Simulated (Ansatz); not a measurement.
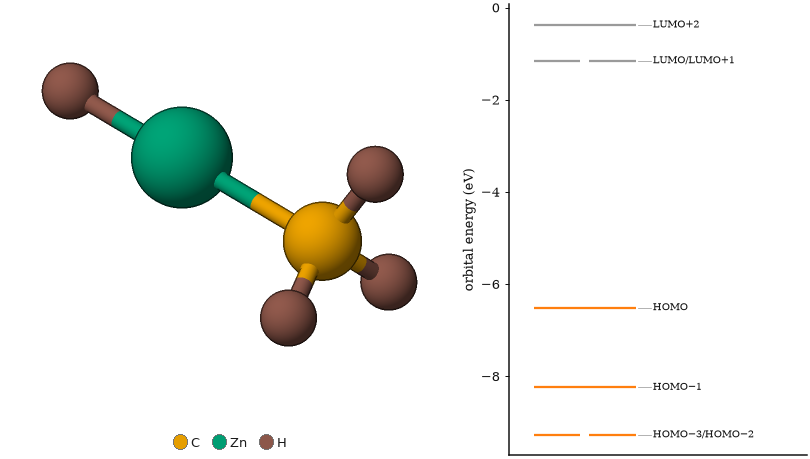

CH₄Zn, SMILES [CH3][ZnH], singlet. Kohn-Sham orbital energies near the frontier, LDA (SPW92)/def2-TZVPP with the Ansatz code 0.2.0, at a PBE0-D4/def2-TZVP geometry (a minimum by its frequencies), isolated molecule; empty levels in grey, levels within 0.03 eV side by side.

Question: Where do the frontier orbitals lie?

Answer: HOMO at −6.51 eV, LUMO at −1.15 eV, 5.36 eV apart.

Question: Is the HOMO or the LUMO degenerate, or nearly so?

Answer: The HOMO stands alone and the LUMO is one of 2 levels that coincide within 0.005 eV.

Question: List the levels.

Answer:
```
orbital  energy (eV)
 LUMO+2        −0.37
 LUMO+1        −1.15
   LUMO        −1.15
   HOMO        −6.51
 HOMO−1        −8.24
 HOMO−2        −9.27
 HOMO−3        −9.27
```

Note: no scalar relativity up to krypton; empty levels above zero depend strongly on the basis.
